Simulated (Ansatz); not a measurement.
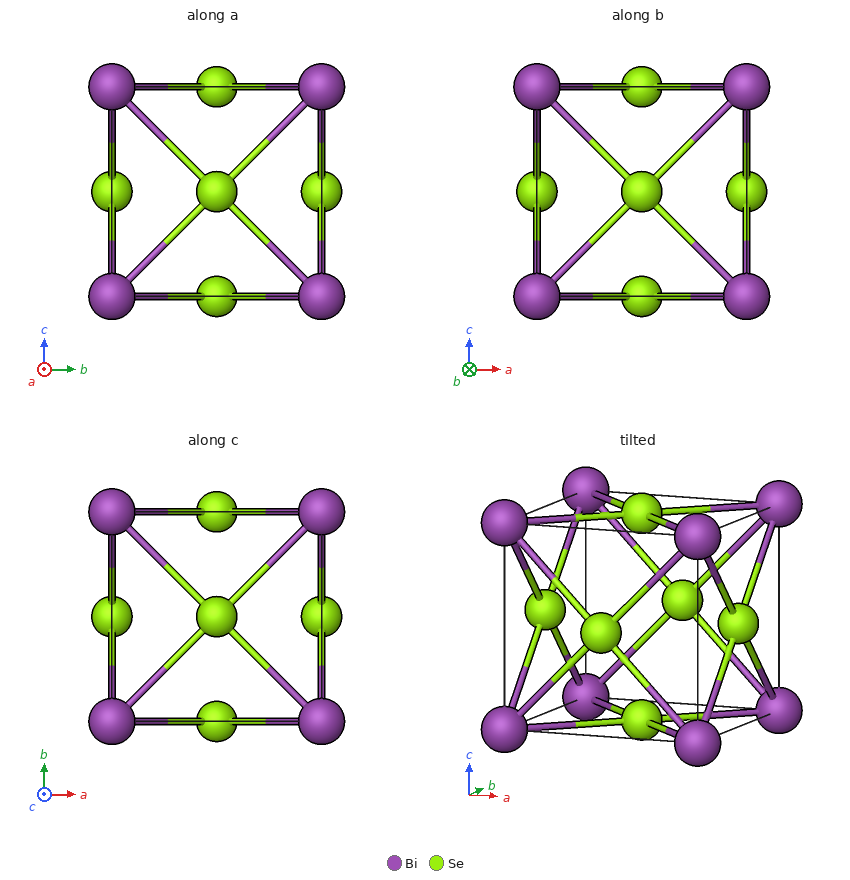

Ball-and-stick model, viewed along the a axis, along the b axis, along the c axis and slightly off an axis. Atoms at the boundary of the conventional unit cell (the box) are drawn once for each face, edge or corner they touch.

Lattice parameters: a = 4.541 Å, b = 4.541 Å, c = 4.541 Å, α = 90.00°, β = 90.00°, γ = 90.00°. Put a along x and b in the xy plane.

**Set out the cell and atoms as a POSCAR file.**

```
Bi Se
1.0
     4.541    0.000    0.000
     0.000    4.541    0.000
     0.000    0.000    4.541
Bi Se
1 3
Direct
  0.0000 0.0000 0.0000
  0.0000 0.5000 0.5000
  0.5000 0.0000 0.5000
  0.5000 0.5000 0.0000
```

The model was built from a structure type filled with these elements by a generator (whether the compound takes this form wasn't checked). The structure drawn was relaxed with DFT PBE, scalar-relativistic, plane waves, PAW in Ansatz 0.2.0.
